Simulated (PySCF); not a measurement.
```xyz
14

F    -2.7301   -2.1179    0.0139
C    -2.1289   -0.9888    0.3745
F    -2.8493    0.0449   -0.1069
O    -0.8848   -0.9965   -0.1681
C    -0.0302    0.0042    0.2816
C     1.3887   -0.1586   -0.2453
C     1.7227    1.3079   -0.5371
Se   -0.1846    1.8166   -0.5380
H    -2.1125   -0.9058    1.4794
H    -0.0975    0.0979    1.3803
H     1.3266   -0.7351   -1.1796
H     2.0771   -0.6817    0.4381
H     2.2617    1.8121    0.2767
H     2.2350    1.5003   -1.4886
```

Geometry: PBE0-D3(BJ)/def2-SVP.

Level of theory: B3LYP/def2-SVPD, SCF density, gas phase (PySCF).

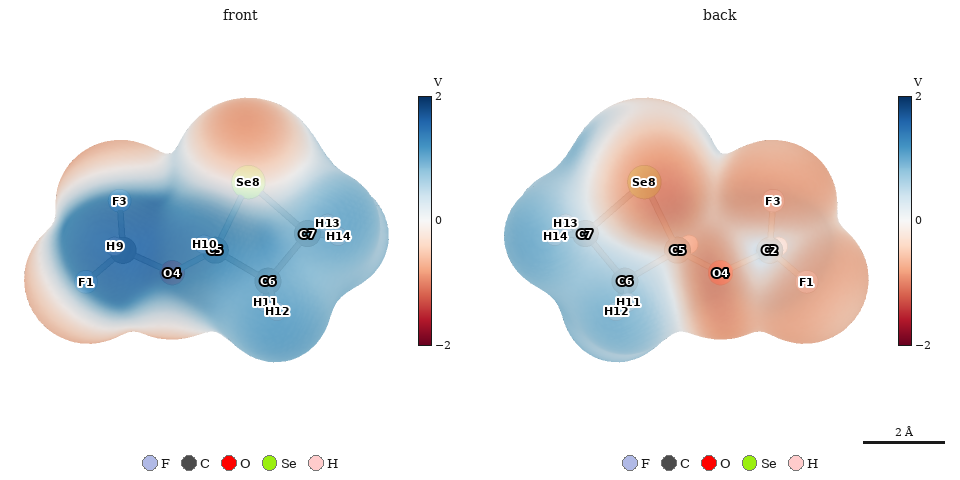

C4H6F2OSe. The molecular electrostatic potential painted on the density surface at 0.002 e/bohr³, seen from the front and from behind; red is negative and blue positive.

### Where is the surface potential most negative and most positive?

The most negative region (about −1.0 V) lies over Se8, the most positive (about +1.5 V) over H9 and H10.
